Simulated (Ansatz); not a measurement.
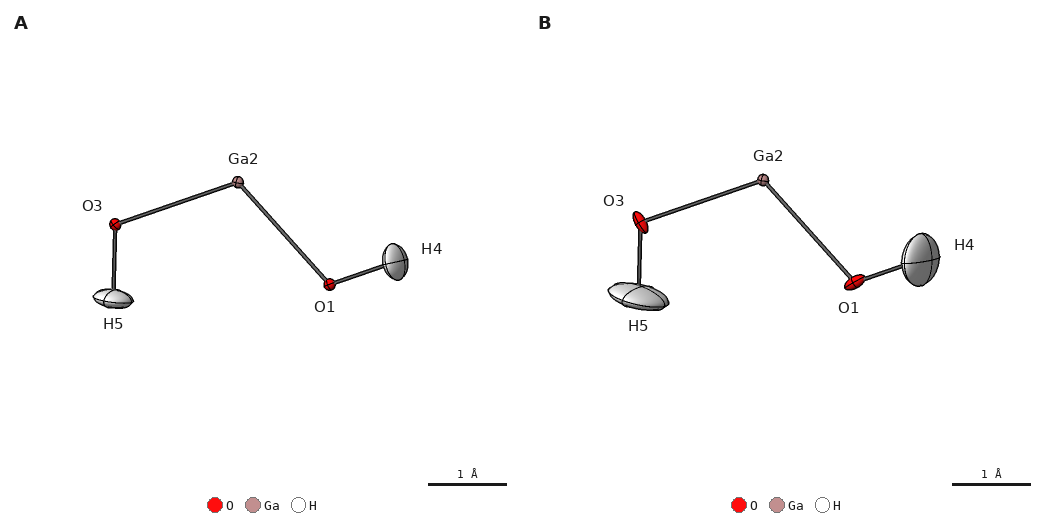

Displacement ellipsoids at the 50 % level, from the internal vibrations of the free molecule (harmonic, no overall translation or rotation; no half-axis is drawn under 0.075 Å). State: neutral, doublet. Vibrations computed with UKS PBE0-D4/def2-TZVP (Ansatz 0.2.0). One panel is for 100 K, the other for 600 K.

Question: Which panel is for 600 K?

Answer: B.

Question: How much does the mean-square displacement of H5 grow, and why?

Answer: U_eq goes from 0.0274 to 0.0702 Å², a factor of 2.6. Modes below kT (417 cm⁻¹ at 600 K) grow about in proportion to T, and the lowest lies at 173 cm⁻¹; the mean-square amplitude of a mode is its zero-point value times coth(ħω/2kT), which comes close to 1 only above about 3kT.
